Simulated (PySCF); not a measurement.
F₃HSi, SMILES `F[SiH](F)F`.

Level of theory: B3LYP/def2-SVPD (PySCF), at a geometry from GFN2-xTB. No frequency check shows the geometry to be a minimum.

Coordinates in Å:

```
F1      -1.3966   -0.3952   -0.2571
Si2     -0.0000    0.0000    0.3676
F3       1.0406   -1.0118   -0.2571
F4       0.3560    1.4071   -0.2571
H5       0.0001   -0.0000    1.7954
```

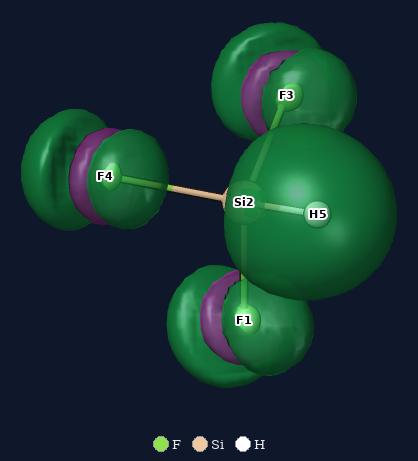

Fukui function f⁻ = ρ(N) − ρ(N−1) at fixed geometry, surfaces at ±0.03 e/Å³ (green positive, purple negative).

Which atoms respond most to the removal of an electron?

f⁻ (Hirshfeld-condensed) is largest on H5 (0.25), Si2 (0.24) and F1, F3 and F4 (0.17 each); the vertical ionisation energy is 14.47 eV. Condensed values hint at sites of electrophilic attack but needn't mark the atom that reacts. Shares this close don't rank the sites. Orbital relaxation makes it negative in places (0.10 e in all).

| atom | f⁻ | charge |
| --- | --- | --- |
| F1 | +0.17 | −0.19 |
| Si2 | +0.24 | +0.62 |
| F3 | +0.17 | −0.19 |
| F4 | +0.17 | −0.19 |
| H5 | +0.25 | −0.04 |
